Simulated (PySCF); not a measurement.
# What a change does: NMR shielding calculation on BNH6

System: BNH6 (borane ammonia), SMILES [BH3-][NH3+].
Method of run A: GIAO PBE0/pcSseg-1 NMR shielding, non-relativistic, gas phase (PySCF 2.14.0).

The geometry comes from this level: GFN2-xTB. Text and figures count atoms from 1; the logs count them from 0 in places.

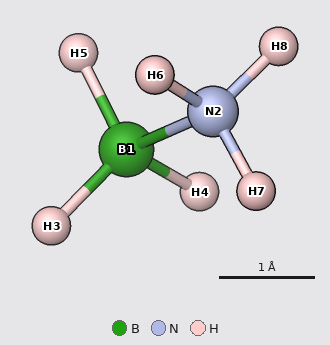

**Figure 1.** The structure as given in the input (ball-and-stick view, seen at a tilt; atoms are numbered from 1 in the order of the input). Bond lengths as drawn: B–H 1.19 Å, B–N 1.66 Å and H–N 1.01 Å.

**Input, run A**
```
{"job": {"kind": "nmr", "xc": "PBE0", "basis": "pcSseg-1", "pop": false}, "charge": 0, "multiplicity": 1}
B      0.830342    -0.084073    -0.008577
N     -0.818443     0.093833    -0.015905
H      1.246775     0.764227    -0.732782
H      1.033906    -1.184959    -0.413705
H      1.162479     0.064819     1.125076
H     -1.046543     1.020875     0.322480
H     -1.151351    -0.026232    -0.964891
H     -1.220936    -0.610840     0.590044
```

The first line tells a small driver script what to run in PySCF; the rest is the geometry in Å.

Command:
```bash
OMP_NUM_THREADS=1 python <driver script> task.json out
```

Hardware: 1 CPU thread, shared host.

**Output (run A)**
```
coarse grid: 5872 points
cycle   1  E = -83.0391189161  dE = -5.583e-02  |g| = 3.439e-01  |ddm| = 2.079e+00
cycle   2  E = -83.0585461308  dE = -1.943e-02  |g| = 2.681e-01  |ddm| = 6.652e-01
cycle   3  E = -83.0822891512  dE = -2.374e-02  |g| = 2.449e-02  |ddm| = 2.787e-01
cycle   4  E = -83.0824295288  dE = -1.404e-04  |g| = 1.250e-02  |ddm| = 2.738e-02
cycle   5  E = -83.0824606375  dE = -3.111e-05  |g| = 2.464e-03  |ddm| = 7.499e-03
cycle   6  E = -83.0824618206  dE = -1.183e-06  |g| = 1.632e-04  |ddm| = 1.534e-03
final grid: 54432 points
cycle   7  E = -83.0895868806  dE = -2.344e-05  |g| = 5.851e-03  |ddm| = 1.547e-02
cycle   8  E = -83.0895845927  dE =  2.288e-06  |g| = 6.942e-03  |ddm| = 8.749e-03
cycle   9  E = -83.0895951087  dE = -1.052e-05  |g| = 5.377e-04  |ddm| = 4.364e-03
cycle  10  E = -83.0895951844  dE = -7.566e-08  |g| = 8.284e-05  |ddm| = 4.418e-04
cycle  11  E = -83.0895951862  dE = -1.788e-09  |g| = 9.767e-06  |ddm| = 6.835e-05
cycle  12  E = -83.0895951862  dE = -2.095e-11  |g| = 9.444e-07  |ddm| = 9.840e-06
converged SCF energy = -83.0895951862

GIAO shielding tensors (ppm)
atom      isotropic    diamagn.    paramagn.     s11        s22        s33       span
  0 B      125.596     189.646     -64.050    111.323    111.335    154.129     42.806
  1 N      230.457     315.153     -84.696    215.104    238.067    238.200     23.096
  2 H       29.599      30.321      -0.722     27.069     28.198     33.530      6.461
  3 H       29.601      30.330      -0.729     27.070     28.197     33.536      6.466
  4 H       29.599      30.327      -0.728     27.068     28.197     33.532      6.465
  5 H       29.009      29.886      -0.877     22.655     25.565     38.809     16.154
  6 H       29.002      29.876      -0.874     22.633     25.575     38.798     16.165
  7 H       29.002      29.912      -0.911     22.631     25.577     38.797     16.166
```

For run B the input was changed thus:
```diff
-B      0.830342    -0.084073    -0.008577
-N     -0.818443     0.093833    -0.015905
-H      1.246775     0.764227    -0.732782
-H      1.033906    -1.184959    -0.413705
-H      1.162479     0.064819     1.125076
-H     -1.046543     1.020875     0.322480
-H     -1.151351    -0.026232    -0.964891
-H     -1.220936    -0.610840     0.590044
+B     -1.552391    -4.829684    -0.046390
+N     -2.125143    -5.984908     1.156312
+H     -0.325538    -4.787118     0.111994
+H     -2.192296    -3.846961     0.215900
+H     -1.743097    -5.482402    -0.996739
+H     -1.809610    -5.505784     1.987404
+H     -3.113533    -6.028163     0.999109
+H     -1.681404    -6.931362     1.057819
```

Predict how the results change.

With the same method and basis, run B lies 6.8 kcal/mol higher. The HOMO goes from −7.81 to −7.64 eV. The dipole moment goes from 5.51 to 5.01 D. Of all shieldings, the largest change is that of B1, by −8.8 ppm. The number of SCF iterations is the same.

**Output (run B)**
```
coarse grid: 5872 points
cycle   1  E = -83.0335478870  dE = -1.378e-01  |g| = 3.124e-01  |ddm| = 2.055e+00
cycle   2  E = -83.0507709119  dE = -1.722e-02  |g| = 2.414e-01  |ddm| = 6.063e-01
cycle   3  E = -83.0705345942  dE = -1.976e-02  |g| = 1.996e-02  |ddm| = 2.515e-01
cycle   4  E = -83.0706449720  dE = -1.104e-04  |g| = 6.984e-03  |ddm| = 2.320e-02
cycle   5  E = -83.0706534707  dE = -8.499e-06  |g| = 3.540e-03  |ddm| = 5.814e-03
cycle   6  E = -83.0706559322  dE = -2.461e-06  |g| = 2.490e-04  |ddm| = 1.984e-03
final grid: 54432 points
cycle   7  E = -83.0787863399  dE = -2.463e-05  |g| = 5.105e-03  |ddm| = 1.484e-02
cycle   8  E = -83.0787851361  dE =  1.204e-06  |g| = 5.892e-03  |ddm| = 7.945e-03
cycle   9  E = -83.0787927882  dE = -7.652e-06  |g| = 5.963e-04  |ddm| = 3.855e-03
cycle  10  E = -83.0787928779  dE = -8.967e-08  |g| = 1.240e-04  |ddm| = 4.908e-04
cycle  11  E = -83.0787928819  dE = -4.060e-09  |g| = 1.524e-05  |ddm| = 9.946e-05
cycle  12  E = -83.0787928820  dE = -5.835e-11  |g| = 1.482e-06  |ddm| = 1.633e-05
converged SCF energy = -83.0787928820

GIAO shielding tensors (ppm)
atom      isotropic    diamagn.    paramagn.     s11        s22        s33       span
  0 B      116.797     195.177     -78.379     97.327    101.795    151.271     53.945
  1 N      232.087     322.501     -90.414    208.319    228.793    259.149     50.830
  2 H       28.428      33.825      -5.396     26.165     27.326     31.793      5.628
  3 H       28.851      34.993      -6.142     26.308     27.211     33.035      6.727
  4 H       29.121      34.702      -5.581     26.303     27.570     33.489      7.186
  5 H       28.374      31.732      -3.359     21.040     26.199     37.882     16.841
  6 H       29.363      26.970       2.393     22.857     26.330     38.902     16.045
  7 H       28.577      23.189       5.388     23.261     24.267     38.202     14.941
```

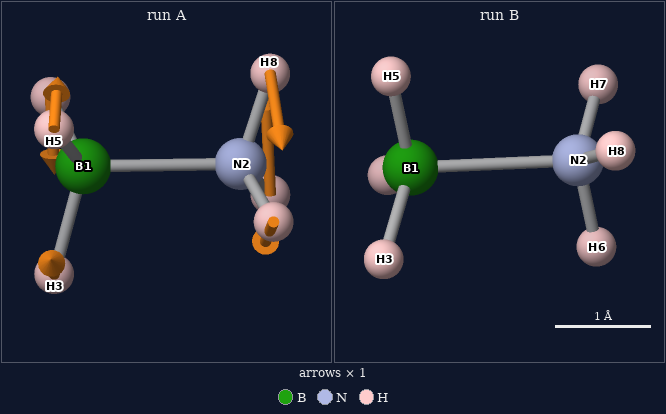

**Figure 2.** The two input geometries at one scale (ball-and-stick view, seen at a tilt). The orange arrows on the first give the shifts of the atoms after the best rigid fit, at true length. The largest move after the best rigid fit is that of an H atom, 1.21 Å. Largest moves by element: H 1.21 Å, B 0.08 Å, N 0.06 Å. Among the contacts that change: B–N 1.658 → 1.763 Å, B–H 1.191 → 1.238 Å, H–N 1.013 → 1.050 Å, B–H 1.191 → 1.169 Å.

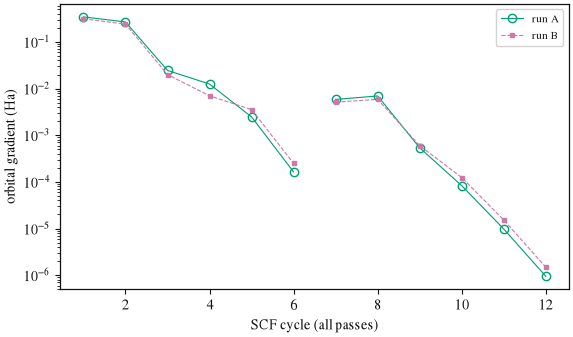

**Figure 3.** Convergence of the two runs: orbital gradient against the SCF cycle. A break in a curve parts two SCF passes (coarse and final grid). Run A takes 12 cycles in all, and run B takes 12.

**The two runs side by side**

| quantity | run A | run B |
| --- | --- | --- |
| outcome | converged | converged |
| total energy (hartree) | −83.089595 | −83.078793 |
| HOMO (eV) | −7.81 | −7.64 |
| LUMO (eV) | 0.29 | 0.31 |
| dipole moment (D) | 5.51 | 5.01 |
| shielding of B1 (ppm) | 125.6 | 116.8 |
| shielding of N2 (ppm) | 230.5 | 232.1 |
| shielding of H3 (ppm) | 29.6 | 28.4 |
| shielding of H4 (ppm) | 29.6 | 28.9 |
| shielding of H5 (ppm) | 29.6 | 29.1 |
| shielding of H6 (ppm) | 29.0 | 28.4 |
| shielding of H8 (ppm) | 29.0 | 28.6 |
| SCF iterations | 12 | 12 |
| basis functions | 64 | 64 |
| wall time (shared host) | 3 s | 1.6 s |
